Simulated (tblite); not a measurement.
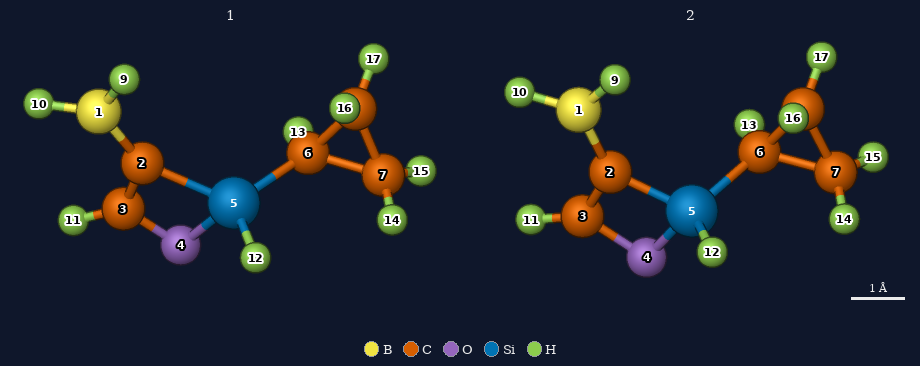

Two geometries of C$_{5}$H$_{9}$BOSi, drawn at one scale. One is the start of a relaxation, the other its converged end. The picture is a ball-and-stick view, seen at a tilt.

The calculation used GFN2-xTB geometry optimisation, gas phase in tblite 0.8.0. 

Q: Which geometry has the lower energy?

A: Structure 1 is the relaxed one. The largest move after the best rigid fit is that of an H atom, 0.62 Å. Largest moves by element: H 0.62 Å, B 0.39 Å, O 0.27 Å, C 0.26 Å, Si 0.16 Å. Some distances before and after: C–Si 1.712 → 1.899 Å, C–O 1.459 → 1.348 Å, O–Si 1.656 → 1.740 Å, B–C 1.561 → 1.513 Å. Among the angles between lasting bonds that change: O–C–H 131.4° → 117.7°, C–C–O 96.7° → 109.6°, B–C–Si 134.4° → 144.7°. Over 67 geometry steps the energy falls by 126.9 kJ/mol.
